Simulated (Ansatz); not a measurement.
# Geometry relaxation of BSi₂NH₈ (part 1 of 2)

BSi₂NH₈, SMILES BN[SiH2][SiH3], computed with RKS PBE0-D4/def2-TZVP (Ansatz 0.2.0).

The geometry: PBE-D4/def2-SVP start. Figures and captions count atoms from 1; the log counts them from 0 in places.

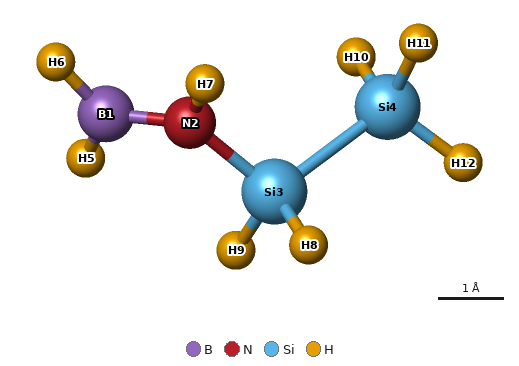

*The structure as given in the input (ball-and-stick view, seen at a tilt; atoms are numbered from 1 in the order of the input).*

Bond lengths as drawn: B–H 1.22 Å, B–N 1.41 Å, H–N 1.03 Å, H–Si 1.50 to 1.51 Å, N–Si 1.78 Å and Si–Si 2.36 Å.

Key numbers

- outcome: converged
- total energy: −18044.9877 eV
- mean-field energy: −18044.7778 eV
- dispersion energy: −0.2099 eV
- SCF solution under orbital rotations: stable
- largest force (length of the vector) at the end: 0.005 eV/Å
- dipole moment: 1.32 D
- hardware: 4 threads of Arm Neoverse V2, 108 GiB of memory available, shared host
- wall time: 40 s (CPU time 2.5 min)
- peak memory: 0.44 GiB

The input
```yaml
crystal:
  periodic: [false, false, false]
  atoms:
    - {symbol: B, position_ang: [-0.266069, 2.319514, 0.345632]}
    - {symbol: N, position_ang: [-0.376485, 0.982714, 0.778354]}
    - {symbol: Si, position_ang: [-0.829495, -0.432303, -0.205685]}
    - {symbol: Si, position_ang: [1.030602, -1.859905, -0.443708]}
    - {symbol: H, position_ang: [-0.525584, 2.588251, -0.813803]}
    - {symbol: H, position_ang: [0.090425, 3.175888, 1.135721]}
    - {symbol: H, position_ang: [-0.137280, 0.790773, 1.757740]}
    - {symbol: H, position_ang: [-1.948660, -1.180895, 0.473916]}
    - {symbol: H, position_ang: [-1.302900, 0.080810, -1.533837]}
    - {symbol: H, position_ang: [2.131673, -1.157537, -1.192456]}
    - {symbol: H, position_ang: [1.552595, -2.245021, 0.916957]}
    - {symbol: H, position_ang: [0.658178, -3.117388, -1.184831]}
basis:
  gaussian: {orbitals: def2-TZVP}
hamiltonian: {xc: pbe0, dispersion: d4}
relax: {f_tol: 0.005, max_steps: 150}
```

Run as:
```bash
ansatz run in.yaml --threads 4 --pin off --events-out ev --progress --plain --max-ram 10444MiB
```

Log
```
Functional definition: PBE0
  name "PBE0"
  cite "Adamo & Barone, J. Chem. Phys. 110, 6158 (1999) doi:10.1063/1.478522"
  cite "Perdew, Burke & Ernzerhof, Phys. Rev. Lett. 77, 3865 (1996) doi:10.1103/PhysRevLett.77.3865"
  parent pbe
  parameter a = 0.25
  parameter kappa = 0.804
  parameter beta = 0.06672455060314922
  exchange = (1 - a)*pbe_x(kappa = kappa, mu = beta*pi^2/3) + a*exact_x
  correlation = pbe_c(beta = beta)
1212 factors; their error is unknown
mean field evaluation 1: about -18038.8817 eV, gradient 5.4e1 eV
mean field evaluation 2: about -18029.7151 eV, gradient 8.0e1 eV
mean field evaluation 4: about -18044.6396 eV, gradient 3.3e0 eV
mean field evaluation 8: about -18044.6672 eV, gradient 1.8e-2 eV
mean field evaluation 16: about -18044.7336 eV, gradient 7.3e-5 eV
mean field -18044.73364079 eV, -663.1317301393 hartree, gradient 7.3e-5 eV, S^2 0.000000; 0 other end points of the search recorded, 0 dependent functions left out
the calculation of the forces begins
reference -18044.73368177 eV, -663.1317316453 hartree; 24, 24 occupied and 160, 160 virtual orbitals, 1212 factors
relax step   1: F+E_penalty+E_count = -18044.94263458 eV  Δ(F+E_penalty+E_count) = +0.000e0 eV  max|allowed force component| = 6.213e-1 eV/Å  Δτ_max = 0.0000 Å  (25 SCF iters, accepted)
these checks for a lower state are left out or cut short: starts, cluster_reference, orbital_swaps, neighbouring_geometries, increment
1212 factors; their error is unknown
mean field -18044.77212252 eV, -663.1331443169 hartree, gradient 1.2e-5 eV, S^2 0.000000; 0 other end points of the search recorded, 0 dependent functions left out
[... from here on the field's lines of each further geometry are left out, up to the last ...]
relax step   2: F+E_penalty+E_count = -18044.98189340 eV  Δ(F+E_penalty+E_count) = -3.926e-2 eV  max|allowed force component| = 3.097e-1 eV/Å  Δτ_max = 0.0303 Å  (29 SCF iters, accepted)
relax step   3: F+E_penalty+E_count = -18044.98534681 eV  Δ(F+E_penalty+E_count) = -3.453e-3 eV  max|allowed force component| = 1.034e-1 eV/Å  Δτ_max = 0.0299 Å  (30 SCF iters, accepted)
relax step   4: F+E_penalty+E_count = -18044.98717803 eV  Δ(F+E_penalty+E_count) = -1.831e-3 eV  max|allowed force component| = 4.298e-2 eV/Å  Δτ_max = 0.0167 Å  (28 SCF iters, accepted)
relax step   5: F+E_penalty+E_count = -18044.98735514 eV  Δ(F+E_penalty+E_count) = -1.771e-4 eV  max|allowed force component| = 2.661e-2 eV/Å  Δτ_max = 0.0047 Å  (23 SCF iters, accepted)
relax step   6: F+E_penalty+E_count = -18044.98741216 eV  Δ(F+E_penalty+E_count) = -5.701e-5 eV  max|allowed force component| = 1.115e-2 eV/Å  Δτ_max = 0.0032 Å  (23 SCF iters, accepted)
relax step   7: F+E_penalty+E_count = -18044.98750227 eV  Δ(F+E_penalty+E_count) = -9.011e-5 eV  max|allowed force component| = 1.433e-2 eV/Å  Δτ_max = 0.0088 Å  (30 SCF iters, accepted)
relax step   8: F+E_penalty+E_count = -18044.98749320 eV  Δ(F+E_penalty+E_count) = +9.072e-6 eV  max|allowed force component| = 3.920e-2 eV/Å  Δτ_max = 0.0133 Å  (29 SCF iters, rejected (line search))
relax step   9: F+E_penalty+E_count = -18044.98754519 eV  Δ(F+E_penalty+E_count) = -4.292e-5 eV  max|allowed force component| = 2.922e-3 eV/Å  Δτ_max = 0.0065 Å  (23 SCF iters, accepted)
relax step  10: F+E_penalty+E_count = -18044.98755787 eV  Δ(F+E_penalty+E_count) = -1.268e-5 eV  max|allowed force component| = 6.896e-3 eV/Å  Δτ_max = 0.0102 Å  (29 SCF iters, accepted)
relax step  11: F+E_penalty+E_count = -18044.98757088 eV  Δ(F+E_penalty+E_count) = -1.301e-5 eV  max|allowed force component| = 7.145e-3 eV/Å  Δτ_max = 0.0040 Å  (22 SCF iters, accepted)
relax step  12: F+E_penalty+E_count = -18044.98759407 eV  Δ(F+E_penalty+E_count) = -2.319e-5 eV  max|allowed force component| = 5.585e-3 eV/Å  Δτ_max = 0.0098 Å  (22 SCF iters, accepted)
relax step  13: F+E_penalty+E_count = -18044.98760927 eV  Δ(F+E_penalty+E_count) = -1.519e-5 eV  max|allowed force component| = 3.643e-3 eV/Å  Δτ_max = 0.0103 Å  (31 SCF iters, accepted)
relax step  14: F+E_penalty+E_count = -18044.98761699 eV  Δ(F+E_penalty+E_count) = -7.724e-6 eV  max|allowed force component| = 7.180e-3 eV/Å  Δτ_max = 0.0196 Å  (30 SCF iters, accepted)
the calculation of the forces begins
reference -18044.77775842 eV, -663.1333514321 hartree; 24, 24 occupied and 160, 160 virtual orbitals, 1212 factors
relax step  15: F+E_penalty+E_count = -18044.98762153 eV  Δ(F+E_penalty+E_count) = -4.537e-6 eV  max|allowed force component| = 4.281e-3 eV/Å  Δτ_max = 0.0031 Å  (22 SCF iters, accepted)
```

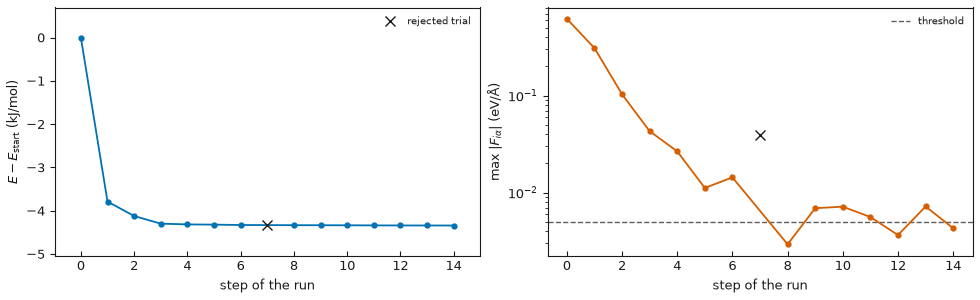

*Progress of the relaxation, step by step (the first geometry is step 0 here and step 1 in the log).*

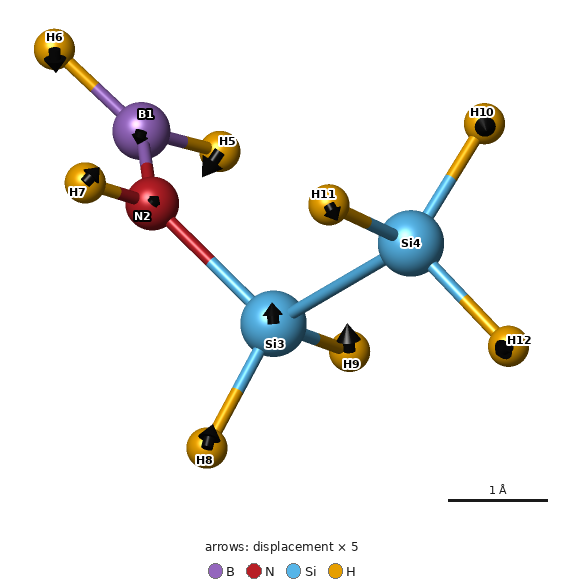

*The starting structure with the displacements as black arrows, magnified 5 times (ball-and-stick view, seen at a tilt). The two geometries are laid on each other by the best rigid fit.*

The largest move after the best rigid fit is that of H5, 0.064 Å. By element the largest moves are H 0.064 Å, Si 0.044 Å, B 0.030 Å, N 0.021 Å. Distances before and after: N2–Si3 1.782 → 1.751 Å, B1–H5 1.218 → 1.198 Å, Si3–H8 1.508 → 1.490 Å, Si3–H9 1.500 → 1.483 Å. The energy falls by 4.34 kJ/mol in 14 geometry steps. The largest force component goes from 0.62 to 0.0043 eV/Å. The line search rejected the trial step at point 7 (counted from 0) and went back. (Atoms are counted from 1 in the order of the input.)

```
1212 factors; their error is unknown
mean field -18044.77771754 eV, -663.1333499300 hartree, gradient 1.3e-5 eV, S^2 0.000000; 1 other end points of the search recorded, 0 dependent functions left out
the calculation of the forces begins
reference -18044.77775842 eV, -663.1333514321 hartree; 24, 24 occupied and 160, 160 virtual orbitals, 1212 factors
Total energy: -18044.98766240 eV, -663.1410652614 hartree
Atom 0 at    -0.295418     2.312926     0.345853 Å, force     0.001327    -0.001122    -0.001371 eV/Å
Atom 1 at    -0.357212     0.981918     0.771374 Å, force     0.000416     0.001863     0.002151 eV/Å
Atom 2 at    -0.792174    -0.410770    -0.196796 Å, force     0.000694    -0.000301     0.000723 eV/Å
Atom 3 at     1.029502    -1.866013    -0.439380 Å, force    -0.000282     0.000341     0.000544 eV/Å
Atom 4 at    -0.582441     2.573629    -0.787603 Å, force    -0.000073    -0.002017     0.003275 eV/Å
Atom 5 at     0.042069     3.164843     1.117474 Å, force    -0.000775    -0.000636     0.000015 eV/Å
Atom 6 at    -0.102298     0.800614     1.733023 Å, force    -0.001010     0.001216    -0.004281 eV/Å
Atom 7 at    -1.910214    -1.146363     0.459138 Å, force     0.000340     0.000450    -0.000909 eV/Å
Atom 8 at    -1.247838     0.097614    -1.513680 Å, force     0.000113    -0.000003     0.000386 eV/Å
Atom 9 at     2.137297    -1.199639    -1.175472 Å, force    -0.000783    -0.000352     0.000223 eV/Å
Atom 10 at     1.533593    -2.273751     0.901795 Å, force    -0.000206     0.000591    -0.000844 eV/Å
Atom 11 at     0.622136    -3.090107    -1.181726 Å, force     0.000238    -0.000029     0.000089 eV/Å
Dipole moment:     0.008445    -0.216693     0.169960 e Å
```

Trajectory as extended XYZ (Å, eV, eV/Å), 15 frames, from step=1 to step=15
```
12
Properties=species:S:1:pos:R:3:forces:R:3 step=1 energy=-18044.94263
B    -0.2661    2.3195    0.3456    0.0108  -0.0805   0.0247
N    -0.3765    0.9827    0.7784   -0.0138  -0.2019   0.0708
Si   -0.8295   -0.4323   -0.2057    0.0150   0.4085   0.2532
Si    1.0306   -1.8599   -0.4437    0.1392  -0.1080  -0.0265
H    -0.5256    2.5883   -0.8138    0.0864  -0.1042   0.4368
H     0.0904    3.1759    1.1357   -0.1403  -0.3186  -0.3054
H    -0.1373    0.7908    1.7577   -0.1573   0.1291  -0.6213
H    -1.9487   -1.1809    0.4739    0.2308   0.1741  -0.1422
H    -1.3029    0.0808   -1.5338    0.0962  -0.0937   0.2809
H     2.1317   -1.1575   -1.1925   -0.2284  -0.1478   0.1524
H     1.5526   -2.2450    0.9170   -0.1130   0.0803  -0.2771
H     0.6582   -3.1174   -1.1848    0.0745   0.2627   0.1536
12
Properties=species:S:1:pos:R:3:forces:R:3 step=2 energy=-18044.98189
B    -0.2666    2.3074    0.3426   -0.0335  -0.0170   0.0188
N    -0.3817    0.9808    0.7785    0.0020  -0.2178  -0.0773
Si   -0.8116   -0.4274   -0.1982   -0.0382   0.3097   0.1566
Si    1.0278   -1.8567   -0.4467    0.0726  -0.0371   0.0091
H    -0.5274    2.5700   -0.8025    0.0444  -0.0330   0.1174
H     0.0820    3.1573    1.1202   -0.0390  -0.0875  -0.0901
H    -0.1522    0.7954    1.7496   -0.0322   0.0460  -0.1601
H    -1.9262   -1.1628    0.4716    0.0582   0.0194  -0.0350
H    -1.2818    0.0850   -1.5125    0.0255  -0.0281   0.0542
H     2.1195   -1.1640   -1.1905   -0.0483  -0.0376   0.0367
H     1.5414   -2.2388    0.9026   -0.0152   0.0119  -0.0675
H     0.6539   -3.1013   -1.1806    0.0036   0.0710   0.0372
12
Properties=species:S:1:pos:R:3:forces:R:3 step=3 energy=-18044.98535
B    -0.2743    2.2956    0.3426    0.1001  -0.0131  -0.0161
N    -0.3658    0.9677    0.7689   -0.1034  -0.0237  -0.0409
Si   -0.8190   -0.4198   -0.2016    0.1023   0.0488   0.0639
Si    1.0265   -1.8427   -0.4368   -0.0337  -0.0258  -0.0380
H    -0.5207    2.5552   -0.7993   -0.0482   0.0136  -0.0177
H     0.0727    3.1411    1.1151   -0.0180   0.0269   0.0236
H    -0.1337    0.7807    1.7340    0.0116   0.0061   0.0456
H    -1.9247   -1.1581    0.4683   -0.0250  -0.0064  -0.0008
H    -1.2855    0.0926   -1.5120   -0.0065  -0.0048  -0.0143
H     2.1178   -1.1587   -1.1789    0.0132   0.0116  -0.0139
H     1.5439   -2.2315    0.9036   -0.0057   0.0011   0.0228
H     0.6398   -3.0772   -1.1699    0.0133  -0.0341  -0.0143
12
Properties=species:S:1:pos:R:3:forces:R:3 step=4 energy=-18044.98718
B    -0.2681    2.2993    0.3411   -0.0390   0.0160   0.0135
N    -0.3762    0.9748    0.7748    0.0061  -0.0430  -0.0293
Si   -0.8107   -0.4176   -0.1953    0.0124   0.0167   0.0086
Si    1.0265   -1.8509   -0.4430   -0.0055   0.0032   0.0006
H    -0.5266    2.5589   -0.7987    0.0084   0.0002  -0.0177
H     0.0694    3.1482    1.1149    0.0169   0.0106   0.0051
H    -0.1448    0.7909    1.7412    0.0045   0.0107   0.0293
H    -1.9195   -1.1576    0.4690   -0.0113  -0.0070   0.0022
H    -1.2760    0.0904   -1.5082   -0.0049   0.0023  -0.0106
H     2.1175   -1.1658   -1.1856    0.0124   0.0028  -0.0066
H     1.5412   -2.2375    0.8996    0.0075  -0.0062   0.0102
H     0.6444   -3.0881   -1.1758   -0.0074  -0.0063  -0.0052
```
